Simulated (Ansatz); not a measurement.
**BNH3Cl (SMILES NBCl) at wB97M-V/aug-cc-pVDZ**

What is the vertical electron affinity of BNH3Cl at wB97M-V/aug-cc-pVDZ? 

Program for the calculation: Ansatz 0.2.0.

61 further runs of the same task are left out: 61 set aside as unsound or not needed.

## 1. The molecule

BNH3Cl: 6 atoms, total charge 0, spin state singlet. As SMILES, `NBCl`. The shape is that of a PBE0-D4/def2-TZVP optimisation.

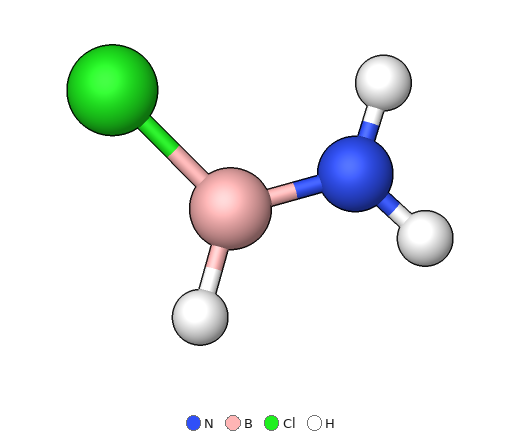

The structure, seen from a chosen angle (nitrogen blue, boron pink, chlorine green, hydrogen white).

## 2. A single-point energy at wB97M-V/aug-cc-pVDZ

in.yaml reads:

```yaml
crystal:
  periodic: [false, false, false]
  atoms:
    - symbol: "N"
      position_ang: [-0.395600, -0.007800, -0.658000]
    - symbol: B
      position_ang: [0.369600, -0.158900, 0.483700]
    - symbol: Cl
      position_ang: [0.529900, 1.189300, 1.616000]
    - symbol: H
      position_ang: [-0.511800, -0.749300, -1.326600]
    - symbol: H
      position_ang: [-0.878600, 0.844500, -0.888200]
    - symbol: H
      position_ang: [0.928800, -1.181900, 0.727100]
basis:
  gaussian:
    orbitals: aug-cc-pVDZ
hamiltonian:
  xc: {name: wB97M-V}
accuracy: high
output: {orbitals: {seedname: orbitals}}
```

The run is started by

```
$ ansatz run in.yaml --threads 1 --pin off --max-ram 3480MiB --events-out events.jsonl --progress --plain --runs-dir runs
```

The log of the run:

```text
Warning: RAYON_NUM_THREADS=1 ignored (pool sized by the plan → 1); use --threads N
Functional definition: wB97M-V
  name "wB97M-V"
  parameter omega = 0.3/bohr
  parameter cx = 0.15
  parameter cx01 = 1.007
  parameter cx10 = 0.259
  parameter css00 = 0.443
  parameter css04 = -1.437
  parameter css10 = -4.535
  parameter css20 = -3.390
  parameter css43 = 4.278
  parameter cos00 = 1.000
  parameter cos10 = 1.358
  parameter cos20 = 2.924
  parameter cos21 = -8.812
  parameter cos60 = -1.390
  parameter cos61 = 9.142
  parameter b = 6.0
  parameter c = 0.01
  gx(w, u) = 1 - cx + cx01*u + cx10*w
  gss(w, u) = css00 + css04*u^4 + css10*w + css20*w^2 + css43*w^4*u^3
  gos(w, u) = cos00 + cos10*w + (cos20 + cos21*u)*w^2 + (cos60 + cos61*u)*w^6
  exchange = spin_sum(e_x_unif_sr(omega)*gx(b97_w, b97_u_x)) + cx*exact_x_sr(omega) + exact_x_lr(omega)
  correlation = spin_sum(e_c_pw_mod_same_spin*gss(b97_w, b97_u_same))
      + integral(e_c_pw_mod_opposite_spin*gos(b97_w_opposite, b97_u_opposite)) + vv10(b, c)
1994 factors; integrals over basis functions are off by at most 3.2e-9 eV
465 factors; integrals over basis functions are off by at most 2.3e-9 eV
mean field evaluation 1: about -14734.7281 eV, gradient 4.7e1 eV
mean field evaluation 2: about -14735.0452 eV, gradient 4.5e1 eV
mean field evaluation 4: about -14739.0638 eV, gradient 8.9e-1 eV
mean field evaluation 8: about -14739.0679 eV, gradient 1.4e-2 eV
mean field evaluation 16: about -14739.0679 eV, gradient 2.3e-6 eV
mean field -14739.06790900 eV, -541.6507551567 hartree, gradient 5.3e-8 eV, S^2 0.000000; 0 other end points of the search recorded, 0 dependent functions left out
reference -14739.06791764 eV, -541.6507554741 hartree; 16, 16 occupied and 84, 84 virtual orbitals, 1994 factors
Total energy: -14739.06791764 eV, -541.6507554741 hartree
```

Run time: 52 s. Hardware: 1 thread of Arm Neoverse V1, shared host; peak memory 0.54 GiB.

## 3. The doublet anion, same level

input.yaml reads:

```yaml
crystal:
  periodic: [false, false, false]
  atoms:
    - symbol: N
      position_ang: [-0.395600, -0.007800, -0.658000]
    - symbol: B
      position_ang: [0.369600, -0.158900, 0.483700]
    - symbol: Cl
      position_ang: [0.529900, 1.189300, 1.616000]
    - symbol: H
      position_ang: [-0.511800, -0.749300, -1.326600]
    - symbol: H
      position_ang: [-0.878600, 0.844500, -0.888200]
    - symbol: H
      position_ang: [0.928800, -1.181900, 0.727100]
basis:
  gaussian: {orbitals: aug-cc-pVDZ}
total_charge: -1
magnetization: {spin_polarized: true, initial_magnetization: 1}
hamiltonian: {xc: {name: wB97M-V}}
accuracy: high
output: {orbitals: {seedname: orbitals}}
```

The run is started by

```
$ ansatz run input.yaml --threads 1 --pin off --max-ram 3480MiB --events-out events.jsonl --progress --plain --runs-dir runs
```

The log of the run (excerpt; [...] marks lines left out):

```text
Warning: RAYON_NUM_THREADS=1 ignored (pool sized by the plan → 1); use --threads N
Functional definition: wB97M-V
  name "wB97M-V"
[...]
  gx(w, u) = 1 - cx + cx01*u + cx10*w
  gss(w, u) = css00 + css04*u^4 + css10*w + css20*w^2 + css43*w^4*u^3
  gos(w, u) = cos00 + cos10*w + (cos20 + cos21*u)*w^2 + (cos60 + cos61*u)*w^6
[...]
      + integral(e_c_pw_mod_opposite_spin*gos(b97_w_opposite, b97_u_opposite)) + vv10(b, c)
1994 factors; integrals over basis functions are off by at most 3.2e-9 eV
465 factors; integrals over basis functions are off by at most 2.3e-9 eV
[...]
mean field -14738.25881712 eV, -541.6210215787 hartree, gradient 8.6e-8 eV, S^2 0.750399; 6 other end points of the search recorded, 0 dependent functions left out
reference -14738.25881761 eV, -541.6210215965 hartree; 17, 16 occupied and 83, 84 virtual orbitals, 1994 factors
Total energy: -14738.25881761 eV, -541.6210215965 hartree
```

Wall time 3.7 min (1 thread of Arm Neoverse V1, shared host); peak memory 0.95 GiB.

## 4. Summary of results

Level: wB97M-V/aug-cc-pVDZ.

```
                                         quantity          value
                     singlet BNH3Cl: total energy  -541.65076 Eh
                      singlet BNH3Cl: HOMO energy      -10.77 eV
                      singlet BNH3Cl: LUMO energy        0.31 eV
                    singlet BNH3Cl: HOMO–LUMO gap       11.08 eV
                      doublet anion: total energy  -541.62102 Eh
doublet anion: HOMO energy (highest over α and β)        0.99 eV
 doublet anion: LUMO energy (lowest over α and β)        3.35 eV
                              doublet anion: ⟨S²⟩          0.750
vertical electron affinity (to the doublet anion)      -0.809 eV
```

The anion lies 0.81 eV (18.7 kcal/mol) above the neutral: the electron isn't bound at this level, and such a value depends on the basis. The HOMO (doublet anion) lies at positive energy, 0.99 eV; only total energies tell whether the electron is bound.
